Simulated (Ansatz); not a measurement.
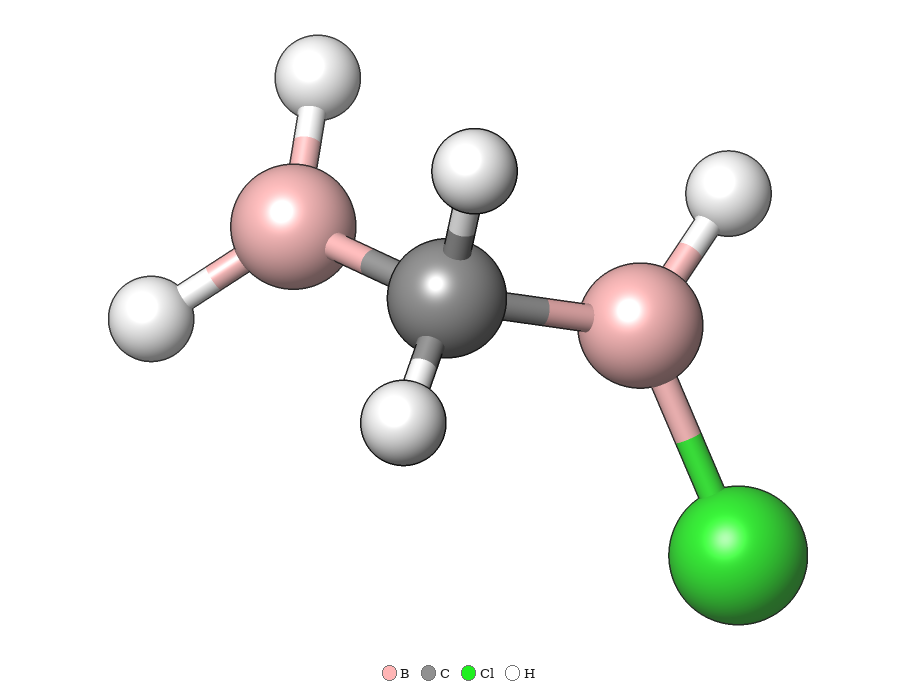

A ball-and-stick model of a molecule.

The computed structure is the end point of a PBE0-D4/def2-TZVP optimisation.

Question: Count the atoms of each element.

Answer: CH₅B₂Cl, 9 atoms: 1 carbon, 5 hydrogen, 2 boron and 1 chlorine.

Question: Name functional groups in it.

Answer: Among them: B–H bond.

Question: What is the point group of this geometry?

Answer: C1.

The parts below concern this one geometry. Atoms keep their numbers from picture to picture.

### Geometry

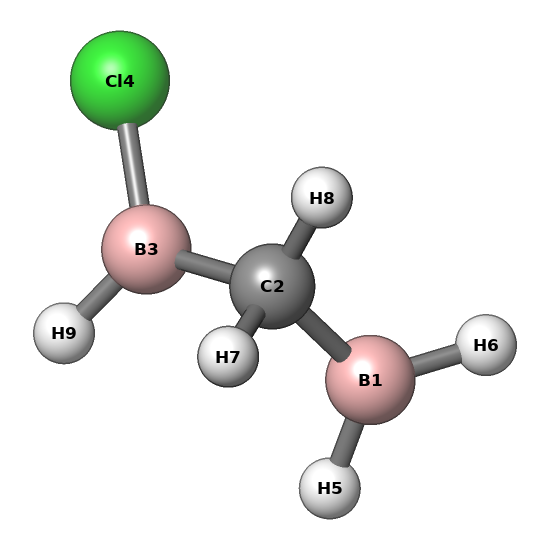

Question: Describe the coordination of atom 1.

Answer: B1 has 3 neighbours (C2 at 1.55, H5 at 1.20, H6 at 1.20 Å); the arrangement is trigonal planar.

Question: What is the geometry at C2?

Answer: C2 has 4 neighbours (B1 at 1.55, B3 at 1.55, H7 at 1.10, H8 at 1.09 Å); the arrangement is tetrahedral.

Question: What is the geometry at B3?

Answer: B3 has 3 neighbours (C2 at 1.55, Cl4 at 1.75, H9 at 1.19 Å); the arrangement is trigonal planar.

Question: What is the dihedral angle B1–C2–B3–Cl4?

Answer: 112° in size, that is anticlinal.

### Thermal motion

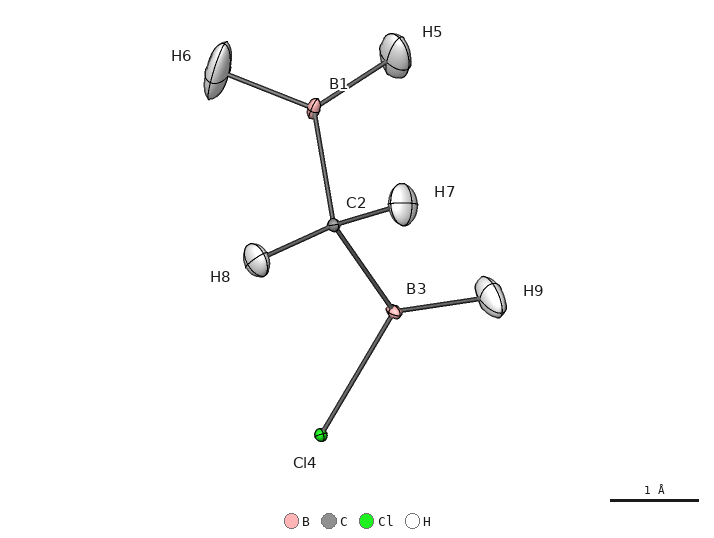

Displacement ellipsoids at the 50 % level, from the internal vibrations of the free molecule (harmonic, no overall translation or rotation; no half-axis is drawn under 0.075 Å). Vibrations computed with RKS PBE0-D4/def2-TZVP (Ansatz 0.2.0). Temperature: 0 K (zero-point motion alone).

Question: Which atom moves most?

Answer: H6, with U_eq = 0.0378 Å².

Question: Does H6 move more along its bond or across it?

Answer: Across it: the root-mean-square amplitude is 0.085 Å along the bond and up to 0.294 Å across, since bending and torsion are softer than stretching.

List U_eq and the three principal root-mean-square amplitudes for each kind of atom.

```csv
atom,U_eq (Å²),rms amplitudes (Å)
B1,0.0035,"0.027, 0.039, 0.091"
C2,0.0022,"0.037, 0.039, 0.061"
B3,0.0031,"0.038, 0.045, 0.076"
Cl4,0.00063,"0.011, 0.018, 0.038"
H5,0.0301,"0.088, 0.143, 0.249"
H6,0.0378,"0.085, 0.140, 0.294"
H7,0.0168,"0.090, 0.132, 0.157"
H8,0.0156,"0.079, 0.130, 0.154"
H9,0.0211,"0.089, 0.127, 0.198"
```

### Electronic properties

Method: RKS PBE0-D4/def2-QZVPP (Ansatz 0.2.0).

Question: What is the HOMO energy (Kohn–Sham orbital)?

Answer: −8.53 eV.

Question: Give the LUMO energy (Kohn–Sham orbital) at this level.

Answer: −1.97 eV.

Question: Estimate the dispersion correction.

Answer: −12.8 kJ/mol.

### Vibrations

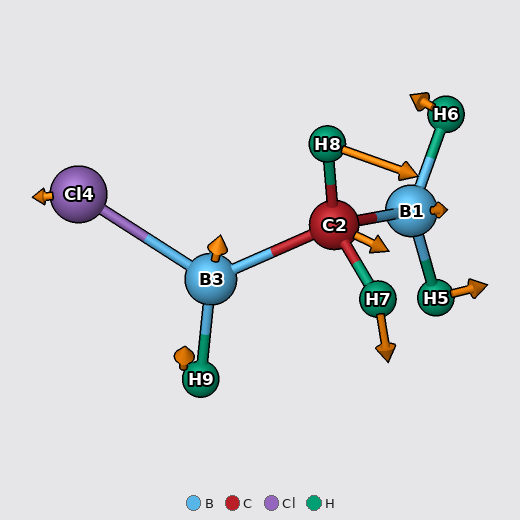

The arrows show one normal mode. Harmonic vibrations computed with RKS PBE0-D4/def2-TZVP (Ansatz 0.2.0) at a stationary point of the same level.

Question: Describe the motion.

Answer: Mostly C–B–Cl bending.

Question: Estimate its harmonic wavenumber.

Answer: 330 cm⁻¹; it is mode 4 of 21 counted from the lowest.
